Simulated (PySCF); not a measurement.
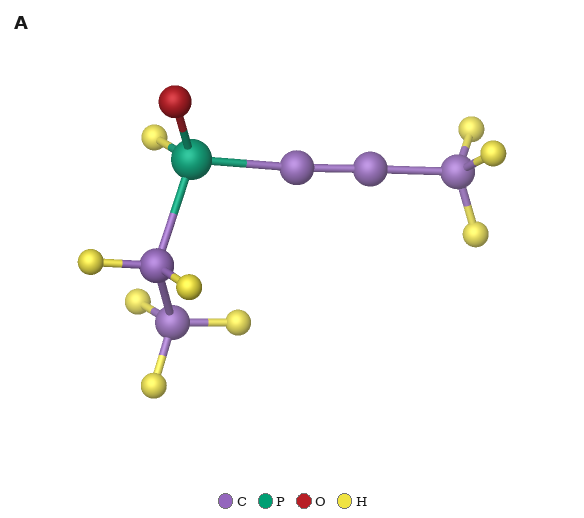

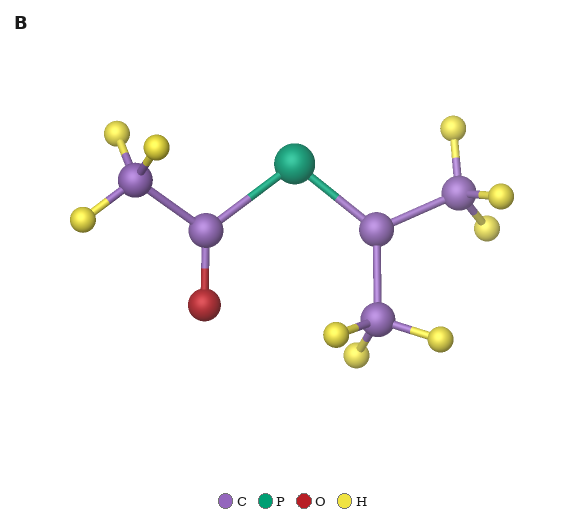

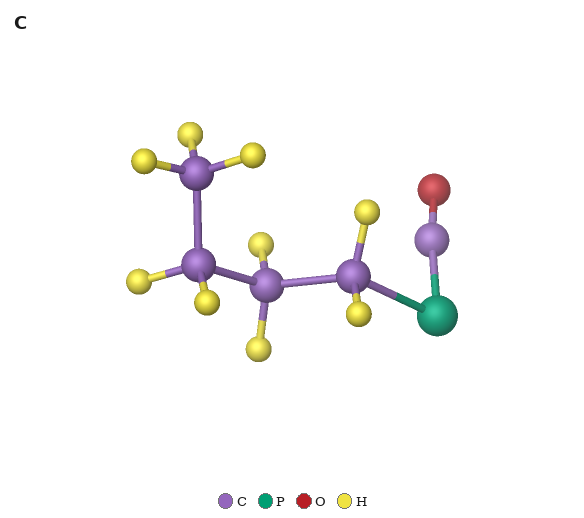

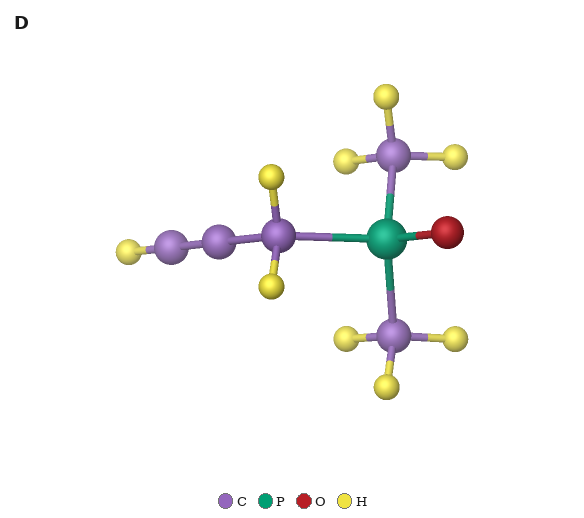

4 stationary structures of one formula. Geometries: GFN2-xTB. Electronic energies: PBE0/pcSseg-1 (PySCF 2.14.0), without zero-point energy. No frequency run is at hand to confirm each as a minimum. Each is one conformer, not always the lowest.

How are they related?

Answer. They are constitutional isomers of C5H9OP: A `CC#C[P@H](=O)CC`, B `CC(=O)P=C(C)C`, C `CCCCP=C=O`, D `C#CCP(C)(C)=O`.

Rank them by energy, lowest first.

Answer. C is lowest; B lies 5.3 kcal/mol above it, D lies 8.2 kcal/mol above it, A lies 15.0 kcal/mol above it.

The geometry is semi-empirical. Around P such bond lengths and angles can be off by a tenth of an ångström or more and by several degrees, and values that hang on the shape move with them.
